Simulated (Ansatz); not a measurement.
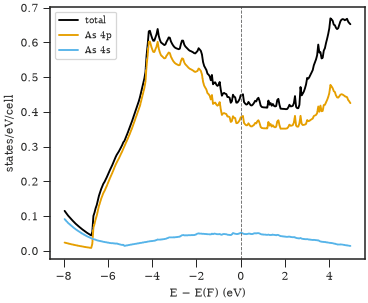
Figure: Total and projected density of states of As (simple rhombohedral, space group No. 166), DFT-PBE in the program Ansatz with PAW potentials

Q: Which orbitals carry the states next to the Fermi level?

A: Within 0.5 eV of the Fermi level: As 4p 86 %, As 4s 11 %. Projections are on Löwdin-orthogonalised atomic valence shells; empty p or d shells of many metals are not among them.

Q: Where is the tallest occupied peak in this window, and what makes it?

A: Near -3.8 eV, about 0.64 states/eV per cell; the largest projected share is As 4p.

Space group R-3m (simple rhombohedral). The cell is a constructed one: a structure type filled with these elements. Its sites differ from those of the usual phase in this space group: another stacking or structure type. The cell was relaxed with PBE under the symmetry of its start; whether a distortion lowers the energy is not shown. The volume moved by -26 % from the start of the relaxation. Scalar-relativistic: spin–orbit coupling is off unless named, which matters more the heavier the elements.

Potentials: the later of the program's two PAW sets.
